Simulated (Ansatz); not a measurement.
Partial pair distribution functions of a relaxed model of amorphous In$_{24}$O$_{38}$Hf, broadened by 0.06 Å; density 6.62 g/cm³. The numbers are results of PBE, scalar-relativistic without spin-orbit coupling (plane waves to 420 eV, PAW; Ansatz, a quantum-chemistry and plane-wave program), not measurements.

It comes from a melt-quench run on a machine-learned potential (CHGNet), relaxed afterwards by DFT. O atoms were pushed apart under 1.9 Å during the dynamics, to hinder bonds among them. The hot cell started wider than the set density and was brought back towards it in steps. It is the lowest in DFT energy of 2 quenches. It is a model cell: composition and starting density were chosen by hand, and all elements were melted together. No dispersion term was used. Its density started from a set value of 6.62 and ended at 6.62 g/cm³. Cooling (nominally 220 K/ps over its main leg) ran many orders faster than in experiment, which tends to leave more defects and strain. One small periodic cell is one sample of the glass; other quenches scatter about these values. The volume was held where the preparation left it and the shape relaxed, at a PBE pressure of -0.6 GPa (tension). Stress components on the final sampling reach 0.7 GPa.

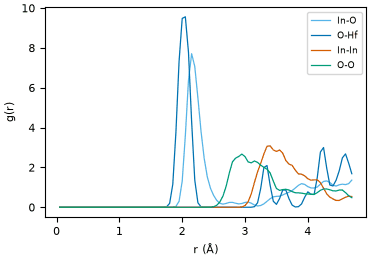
Fig. 1. Partial pair distribution functions

Highest peaks under 4.5 Å: In-O near 2.15 Å, O-Hf near 2.05 Å, In-In near 3.40 Å, O-O near 2.95 Å; pairs of few atoms are noisy.

Within 2.62 Å each In has 5.46 O neighbours on average.
